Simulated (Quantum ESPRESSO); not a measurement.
# 2H-MoTe2, 2 layers, AA' stacking: a series in biaxial strain, part 4 of 8

What law, if any, do the results for 2H-MoTe2, 2 layers, AA' stacking follow against biaxial strain?

Quantum ESPRESSO 7.5; plane-wave DFT, PBE, GBRV ultrasoft pseudopotentials.

So far. Step 2 (Variable-cell relaxation of the reference):  The last row is no step: it is a fresh SCF in the final cell with a new plane-wave basis, +0 meV from the row before. Step 3 (Relaxing the ions, -4 %): The relaxation lowers the energy by 16 meV an atom.

### 6. Band structure, -4 %

Bands along a path place the edges.

File m0.bands.in:

```
&control
  prefix = 'm0.bands'
  outdir = './out'
  pseudo_dir = './pseudo'
  calculation = 'bands'
/
&system
  ibrav = 0
  nat = 6
  ntyp = 2
  ecutwfc = 40
  ecutrho = 200
  occupations = 'smearing'
  smearing = 'fd'
  degauss = 0.002
  nbnd = 32
/
&electrons
  conv_thr = 1e-07
  mixing_beta = 0.4
  electron_maxstep = 120
  mixing_mode = 'plain'
/
ATOMIC_SPECIES
  Te  127.6000  te_pbe_v1.uspp.F.UPF
  Mo  95.9500  mo_pbe_v1.uspp.F.UPF
CELL_PARAMETERS angstrom
  3.37665497184000 0.00000000000000 0.00000000000000
  -1.68832748544000 2.92426898496000 0.00000000000000
  0.00000000000000 0.00000000000000 25.74820526100000
ATOMIC_POSITIONS crystal
  Te  0.333333333300 0.666666666700 0.290584592400
  Mo  0.000000000000 0.000000000000 0.363465909200
  Te  0.333333333300 0.666666666700 0.436472095100
  Te  0.000000000000 0.000000000000 0.563527904900
  Mo  0.333333333300 0.666666666700 0.636534090800
  Te  0.000000000000 0.000000000000 0.709415407600
K_POINTS crystal_b
4
  0.0000000000 0.0000000000 0.0000000000 12
  0.5000000000 0.0000000000 0.0000000000 12
  0.3333333333 0.3333333333 0.0000000000 12
  0.0000000000 0.0000000000 0.0000000000 1
```

On the command line:

```console
cp -r out/m0.scf.save out/m0.bands.save
cp out/m0.scf.xml out/m0.bands.xml
OMP_NUM_THREADS=1 mpirun -n 4 pw.x -nk 4 -in m0.bands.in > m0.bands.out
```

The log of the run:

```text
[banner, memory and clock lines left out]
Program PWSCF v.7.5 starts

          URL

     Atomic positions and unit cell read from directory:
     ./out/m0.bands.save/

     Message from routine setup:
     using ibrav=0 with symmetry is DISCOURAGED, use correct ibrav instead

     G-vector sticks info

     bravais-lattice index     =            0
     lattice parameter (alat)  =       6.3810  a.u.
     unit-cell volume          =    1715.7246 (a.u.)^3
     number of atoms/cell      =            6
     number of atomic types    =            2
     number of electrons       =        52.00
     number of Kohn-Sham states=           32
     kinetic-energy cutoff     =      40.0000  Ry
     charge density cutoff     =     200.0000  Ry
     Exchange-correlation= SLA  PW   PBE  PBE
                           (   1   4   3   4   0   0   0)

     celldm(1)=   6.380953  celldm(2)=   0.000000  celldm(3)=   0.000000
     celldm(4)=   0.000000  celldm(5)=   0.000000  celldm(6)=   0.000000

     crystal axes: (cart. coord. in units of alat)
               a(1) = (   1.000000   0.000000   0.000000 )
               a(2) = (  -0.500000   0.866025   0.000000 )
               a(3) = (   0.000000   0.000000   7.625359 )

     reciprocal axes: (cart. coord. in units 2 pi/alat)
               b(1) = (  1.000000  0.577350 -0.000000 )
               b(2) = (  0.000000  1.154701  0.000000 )
               b(3) = (  0.000000 -0.000000  0.131141 )

     PseudoPot. # 1 for Te read from file:
     ./pseudo/te_pbe_v1.uspp.F.UPF
     Pseudo is Ultrasoft + core correction, Zval =  6.0
     Generated by new atomic code, or converted to UPF format
     Using radial grid of  891 points,  5 beta functions with:
                l(1) =   0
                l(2) =   0
                l(3) =   1
                l(4) =   1
                l(5) =   2
     Q(r) pseudized with  6 coefficients,  rinner =    1.800   1.800   1.800
                                                       1.800   1.800

     PseudoPot. # 2 for Mo read from file:
     ./pseudo/mo_pbe_v1.uspp.F.UPF
     Pseudo is Ultrasoft + core correction, Zval = 14.0
     Generated by new atomic code, or converted to UPF format
     Using radial grid of  889 points,  6 beta functions with:
                l(1) =   0
                l(2) =   0
                l(3) =   1
                l(4) =   1
                l(5) =   2
                l(6) =   2
     Q(r) pseudized with  6 coefficients,  rinner =    1.000   1.000   1.000
                                                       1.000   1.000

     atomic species   valence    mass     pseudopotential
     Te                6.00   127.60000     Te( 1.00)
     Mo               14.00    95.95000     Mo( 1.00)

     12 Sym. Ops., with inversion, found ( 6 have fractional translation)

   Cartesian axes

     site n.     atom                  positions (alat units)
         1        Te     tau(   1) = (   0.0000000   0.5773503   2.2158117  )
         2        Mo     tau(   2) = (   0.0000000   0.0000000   2.7715579  )
         3        Te     tau(   3) = (   0.0000000   0.5773503   3.3282563  )
         4        Te     tau(   4) = (   0.0000000   0.0000000   4.2971024  )
         5        Mo     tau(   5) = (   0.0000000   0.5773503   4.8538007  )
         6        Te     tau(   6) = (   0.0000000   0.0000000   5.4095469  )

     number of k points=    37  Fermi-Dirac smearing, width (Ry)=  0.0020
                       cart. coord. in units 2pi/alat
        k(    1) = (   0.0000000   0.0000000   0.0000000), wk =   0.0540541
        k(    2) = (   0.0416667   0.0240563   0.0000000), wk =   0.0540541
        k(    3) = (   0.0833333   0.0481125   0.0000000), wk =   0.0540541
        k(    4) = (   0.1250000   0.0721688   0.0000000), wk =   0.0540541
        k(    5) = (   0.1666667   0.0962250   0.0000000), wk =   0.0540541
        k(    6) = (   0.2083333   0.1202813   0.0000000), wk =   0.0540541
        k(    7) = (   0.2500000   0.1443376   0.0000000), wk =   0.0540541
        k(    8) = (   0.2916667   0.1683938   0.0000000), wk =   0.0540541
        k(    9) = (   0.3333333   0.1924501   0.0000000), wk =   0.0540541
        k(   10) = (   0.3750000   0.2165064   0.0000000), wk =   0.0540541
        k(   11) = (   0.4166667   0.2405626   0.0000000), wk =   0.0540541
        k(   12) = (   0.4583333   0.2646189   0.0000000), wk =   0.0540541
        k(   13) = (   0.5000000   0.2886751   0.0000000), wk =   0.0540541
        k(   14) = (   0.4861111   0.3127314   0.0000000), wk =   0.0540541
        k(   15) = (   0.4722222   0.3367877   0.0000000), wk =   0.0540541
        k(   16) = (   0.4583333   0.3608439   0.0000000), wk =   0.0540541
        k(   17) = (   0.4444444   0.3849002   0.0000000), wk =   0.0540541
        k(   18) = (   0.4305556   0.4089564   0.0000000), wk =   0.0540541
        k(   19) = (   0.4166667   0.4330127   0.0000000), wk =   0.0540541
        k(   20) = (   0.4027778   0.4570690   0.0000000), wk =   0.0540541
        k(   21) = (   0.3888889   0.4811252   0.0000000), wk =   0.0540541
        k(   22) = (   0.3750000   0.5051815   0.0000000), wk =   0.0540541
        k(   23) = (   0.3611111   0.5292377   0.0000000), wk =   0.0540541
        k(   24) = (   0.3472222   0.5532940   0.0000000), wk =   0.0540541
        k(   25) = (   0.3333333   0.5773503   0.0000000), wk =   0.0540541
        k(   26) = (   0.3055556   0.5292377   0.0000000), wk =   0.0540541
        k(   27) = (   0.2777778   0.4811252   0.0000000), wk =   0.0540541
        k(   28) = (   0.2500000   0.4330127   0.0000000), wk =   0.0540541
        k(   29) = (   0.2222222   0.3849002   0.0000000), wk =   0.0540541
        k(   30) = (   0.1944444   0.3367877   0.0000000), wk =   0.0540541
        k(   31) = (   0.1666667   0.2886751   0.0000000), wk =   0.0540541
        k(   32) = (   0.1388889   0.2405626   0.0000000), wk =   0.0540541
        k(   33) = (   0.1111111   0.1924501   0.0000000), wk =   0.0540541
        k(   34) = (   0.0833333   0.1443376   0.0000000), wk =   0.0540541
        k(   35) = (   0.0555556   0.0962250   0.0000000), wk =   0.0540541
        k(   36) = (   0.0277778   0.0481125   0.0000000), wk =   0.0540541
        k(   37) = (   0.0000000   0.0000000   0.0000000), wk =   0.0540541

     Dense  grid:    82053 G-vectors     FFT dimensions: (  30,  30, 225)

     Smooth grid:    58497 G-vectors     FFT dimensions: (  27,  27, 200)

     The potential is recalculated from file :
     ./out/m0.bands.save/charge-density

     negative rho (up, down):  2.596E-03 0.000E+00
     Starting wfcs are   42 randomized atomic wfcs

     Band Structure Calculation
     Davidson diagonalization with overlap

[...]
3.8855   4.0878   5.6932   5.7657   5.8628   6.0610   6.9521   7.1370

          k = 0.4583 0.3608 0.0000 (  7308 PWs)   bands (ev):

   -56.6398 -56.6398 -30.8619 -30.8619 -30.8248 -30.8247 -30.6876 -30.6876
    -6.7091  -6.5901  -6.5415  -6.4791  -2.0109  -1.8362  -1.2687  -1.2136
     0.3290   0.6942   1.5387   1.5999   1.8150   2.0156   2.6751   2.7265
     3.8066   4.0088   5.7125   5.7219   5.9172   6.1419   6.8016   7.0491

          k = 0.4444 0.3849 0.0000 (  7296 PWs)   bands (ev):

   -56.6396 -56.6396 -30.8614 -30.8614 -30.8216 -30.8216 -30.6937 -30.6937
    -6.6711  -6.5554  -6.5103  -6.4510  -1.9386  -1.7679  -1.2286  -1.1872
     0.3533   0.7064   1.3842   1.4572   1.8253   2.0331   2.3865   2.4776
     3.7526   3.9491   5.6640   5.7344   5.9898   6.2198   6.4716   6.9328

          k = 0.4306 0.4090 0.0000 (  7298 PWs)   bands (ev):

   -56.6394 -56.6394 -30.8608 -30.8608 -30.8176 -30.8176 -30.7012 -30.7012
    -6.6243  -6.5131  -6.4722  -6.4171  -1.8465  -1.6815  -1.1796  -1.1563
     0.3763   0.7108   1.2171   1.2908   1.8347   2.0356   2.0591   2.1816
     3.7258   3.9168   5.6223   5.7318   6.0289   6.2145   6.2856   6.6468

          k = 0.4167 0.4330 0.0000 (  7298 PWs)   bands (ev):

   -56.6391 -56.6391 -30.8602 -30.8602 -30.8128 -30.8128 -30.7098 -30.7098
    -6.5704  -6.4652  -6.4290  -6.3793  -1.7356  -1.5779  -1.1244  -1.1234
     0.3894   0.6951   1.0455   1.1067   1.7198   1.8458   1.8576   2.0479
     3.7212   3.9087   5.5877   5.7157   5.8389   6.2328   6.2919   6.4458

          k = 0.4028 0.4571 0.0000 (  7278 PWs)   bands (ev):

   -56.6389 -56.6389 -30.8595 -30.8595 -30.8074 -30.8074 -30.7193 -30.7192
    -6.5115  -6.4140  -6.3826  -6.3399  -1.6071  -1.4590  -1.0918  -1.0664
     0.3800   0.6374   0.8749   0.9036   1.4504   1.5428   1.8636   2.0347
     3.7344   3.9192   5.5590   5.6116   5.6901   6.1281   6.3343   6.4481

          k = 0.3889 0.4811 0.0000 (  7282 PWs)   bands (ev):

   -56.6386 -56.6386 -30.8589 -30.8589 -30.8013 -30.8013 -30.7291 -30.7291
    -6.4506  -6.3629  -6.3359  -6.3017  -1.4632  -1.3276  -1.0648  -1.0107
     0.3330   0.4970   0.7010   0.7013   1.2778   1.3001   1.8718   2.0162
     3.7610   3.9433   5.4253   5.5347   5.6528   5.9598   6.4431   6.4941

          k = 0.3750 0.5052 0.0000 (  7288 PWs)   bands (ev):

   -56.6384 -56.6384 -30.8583 -30.8583 -30.7948 -30.7948 -30.7391 -30.7391
    -6.3909  -6.3159  -6.2922  -6.2680  -1.3082  -1.1885  -1.0449  -0.9635
     0.2363   0.2515   0.5262   0.5570   1.1576   1.1929   1.8790   1.9917
     3.7958   3.9753   5.2834   5.5145   5.6109   5.8303   6.5435   6.5458

          k = 0.3611 0.5292 0.0000 (  7308 PWs)   bands (ev):

   -56.6382 -56.6382 -30.8578 -30.8578 -30.7882 -30.7882 -30.7485 -30.7485
    -6.3366  -6.2786  -6.2552  -6.2416  -1.1565  -1.0521  -1.0267  -0.9310
    -0.0173   0.0854   0.3984   0.4562   1.1022   1.1526   1.8861   1.9636
     3.8315   4.0086   5.1865   5.5004   5.5691   5.7419   6.5934   6.6290

          k = 0.3472 0.5533 0.0000 (  7310 PWs)   bands (ev):

   -56.6381 -56.6381 -30.8575 -30.8575 -30.7822 -30.7822 -30.7564 -30.7563
    -6.2924  -6.2588  -6.2294  -6.2244  -1.0756  -0.9614  -0.9426  -0.9152
    -0.2391  -0.0691   0.3446   0.3875   1.0947   1.1290   1.8956   1.9352
     3.8591   4.0348   5.1318   5.4966   5.5335   5.6917   6.6404   6.6770

          k = 0.3333 0.5774 0.0000 (  7266 PWs)   bands (ev):

   -56.6380 -56.6380 -30.8574 -30.8574 -30.7793 -30.7793 -30.7599 -30.7599
    -6.2638  -6.2638  -6.2188  -6.2188  -1.0681  -0.9147  -0.8995  -0.8995
    -0.3342  -0.1356   0.3481   0.3481   1.1090   1.1090   1.9112   1.9112
     3.8699   4.0452   5.1148   5.5081   5.5081   5.6760   6.6764   6.6764

          k = 0.3056 0.5292 0.0000 (  7314 PWs)   bands (ev):

   -56.6382 -56.6382 -30.8579 -30.8579 -30.7865 -30.7865 -30.7497 -30.7497
    -6.3578  -6.2882  -6.2657  -6.2445  -1.0851  -1.0196  -0.9876  -0.8964
    -0.0554   0.0759   0.3323   0.4628   1.0594   1.1592   1.8989   1.9765
     3.8240   3.9983   5.1702   5.4742   5.5781   5.7302   6.5460   6.6626

          k = 0.2778 0.4811 0.0000 (  7292 PWs)   bands (ev):

   -56.6389 -56.6389 -30.8596 -30.8596 -30.7930 -30.7930 -30.7332 -30.7332
    -6.5706  -6.4509  -6.4093  -6.3399  -1.1313  -1.0875  -0.8765  -0.7837
     0.3319   0.4443   0.4448   0.6520   0.9846   1.2134   1.9718   2.1050
     3.7174   3.8820   5.2691   5.4149   5.6509   5.8651   6.3828   6.4885

          k = 0.2500 0.4330 0.0000 (  7306 PWs)   bands (ev):

   -56.6401 -56.6401 -30.8626 -30.8626 -30.7926 -30.7926 -30.7163 -30.7163
    -6.8885  -6.7293  -6.6394  -6.5201  -1.0185  -0.9684  -0.6092  -0.5302
     0.3449   0.6566   0.8466   0.9564   1.0123   1.3018   2.1554   2.2943
     3.6260   3.7706   5.1133   5.5386   5.6012   6.0283   6.2611   6.2787

          k = 0.2222 0.3849 0.0000 (  7302 PWs)   bands (ev):

   -56.6418 -56.6418 -30.8668 -30.8668 -30.7843 -30.7843 -30.7000 -30.7000
    -7.2733  -7.0860  -6.9261  -6.7628  -0.7881  -0.6839  -0.2421  -0.1465
     0.3348   0.6896   0.8067   1.1553   1.5310   1.6008   2.4280   2.5173
     3.5971   3.7245   4.8844   5.4033   5.7060   6.1149   6.1284   6.2171

          k = 0.1944 0.3368 0.0000 (  7339 PWs)   bands (ev):

   -56.6440 -56.6440 -30.8721 -30.8721 -30.7687 -30.7687 -30.6849 -30.6849
    -7.6820  -7.4766  -7.2361  -7.0369  -0.6227  -0.3192   0.0996   0.2877
     0.4515   0.6700   0.8880   1.2902   2.0234   2.0348   2.7337   2.7361
     3.5905   3.7193   4.7721   5.2445   5.8139   5.9981   6.0595   6.2990

          k = 0.1667 0.2887 0.0000 (  7355 PWs)   bands (ev):

   -56.6465 -56.6465 -30.8781 -30.8781 -30.7470 -30.7470 -30.6713 -30.6713
    -8.0803  -7.8640  -7.5422  -7.3146  -0.7314  -0.1203   0.4249   0.5640
     0.6918   0.9691   1.2599   1.5177   2.4308   2.4516   2.9200   3.0156
     3.5052   3.6518   4.8953   5.2932   5.8646   5.9681   6.0727   6.3226

          k = 0.1389 0.2406 0.0000 (  7357 PWs)   bands (ev):

   -56.6490 -56.6490 -30.8844 -30.8844 -30.7216 -30.7216 -30.6597 -30.6597
    -8.4442  -8.2217  -7.8243  -7.5746  -0.9938  -0.2738   0.6486   0.9816
     1.0513   1.3504   1.8258   1.9268   2.7257   2.7659   3.0607   3.2175
     3.3382   3.5322   5.2311   5.5370   5.9506   6.1257   6.2473   6.3209

          k = 0.1111 0.1925 0.0000 (  7395 PWs)   bands (ev):

   -56.6516 -56.6516 -30.8905 -30.8905 -30.6951 -30.6951 -30.6501 -30.6501
    -8.7580  -8.5321  -8.0687  -7.8023  -1.2774  -0.5283   0.7559   1.4507
     1.5148   1.6461   2.3960   2.4439   2.8425   2.9443   3.0752   3.2061
     3.2440   3.6041   5.7063   5.8965   6.1479   6.3372   6.4850   6.6463

          k = 0.0833 0.1443 0.0000 (  7389 PWs)   bands (ev):

   -56.6538 -56.6538 -30.8960 -30.8960 -30.6705 -30.6705 -30.6426 -30.6426
    -9.0109  -8.7834  -8.2663  -7.9875  -1.5289  -0.7702   0.8280   1.8012
     1.9525   1.9781   2.8507   2.8620   2.8809   2.9027   2.9309   3.2064
     3.3097   3.7538   6.2980   6.3764   6.4928   6.5269   6.9372   7.1000

          k = 0.0556 0.0962 0.0000 (  7353 PWs)   bands (ev):

   -56.6555 -56.6555 -30.9002 -30.9002 -30.6505 -30.6505 -30.6372 -30.6372
    -9.1960  -8.9679  -8.4110  -8.1237  -1.7225  -0.9611   0.8757   2.0126
     2.3089   2.3166   2.7480   2.7547   2.8617   3.1941   3.2078   3.2736
     3.3728   3.8031   6.8879   6.9344   6.9547   6.9757   7.3386   7.4972

          k = 0.0278 0.0481 0.0000 (  7357 PWs)   bands (ev):

   -56.6566 -56.6566 -30.9030 -30.9029 -30.6375 -30.6375 -30.6340 -30.6340
    -9.3088  -9.0804  -8.4992  -8.2069  -1.8438  -1.0821   0.9020   2.1411
     2.5451   2.5453   2.6570   2.6627   2.8352   3.3558   3.3674   3.3870
     3.4197   3.7503   7.3047   7.3947   7.4760   7.4844   7.5741   7.6243

          k = 0.0000 0.0000 0.0000 (  7333 PWs)   bands (ev):

   -56.6570 -56.6570 -30.9039 -30.9039 -30.6330 -30.6330 -30.6329 -30.6329
    -9.3466  -9.1183  -8.5288  -8.2349  -1.8850  -1.1234   0.9103   2.1843
     2.6251   2.6251   2.6305   2.6305   2.8226   3.4205   3.4205   3.4379
     3.4379   3.6946   7.5016   7.5016   7.6058   7.6058   7.6196   7.7395

     XML data file, pseudopotentials, collected wavefunctions

                                        0.00s GPU  (     520 calls)
```

Run time: 47 s. Hardware: 4 MPI ranks of Arm Neoverse V2, shared host; peak memory 0.41 GiB; 3.1 min of CPU time.

This step gave:

| Quantity | Value |
| --- | --- |
| valence top, on the run's zero | 4.189 eV |
| conduction bottom, on the run's zero | 4.772 eV |
| gap by band count | 0.5836 eV |

Band numbers count within the set of bands kept for display. The electronic bands at the labelled points (eV, zero at the highest filled level of the SCF mesh; v1 is the highest filled band, c1 the lowest empty one):

```tsv
point	v4	v3	v2	v1	c1	c2	c3	c4
Γ	-0.77	-0.75	-0.75	-0.49	3.31	3.31	3.42	3.42
M	-1.15	-1.14	-0.19	0.00	1.45	1.64	1.66	1.76
K	-2.28	-2.28	-0.32	-0.14	0.93	1.32	1.32	1.49
Γ	-0.77	-0.75	-0.75	-0.49	3.31	3.31	3.42	3.42
```

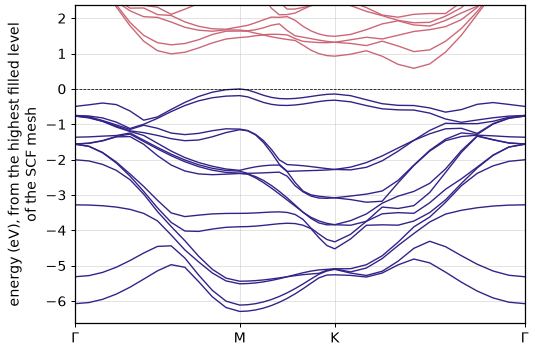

Electronic bands along the path; lines of filled and empty bands in two colours.

Along this path the valence top lies at M and the conduction bottom between K and Γ.

(Part 4 of 8 ends here.)

[Logs are printed without paths, hosts, clocks, repeated set-up lines and the standing remarks that a program may print on its own settings, such as how far it seeks lower states.]

[Hosts, paths, dates, database ids (printed as entryN), source tags and the programs' standing remarks are cut or masked in the printed files.]

[Maps of the electrostatic potential energy from Ansatz leave out the sawtooth potential of an applied field or a dipole correction, so their vacuum need not be flat; planar profiles and work functions include it.]
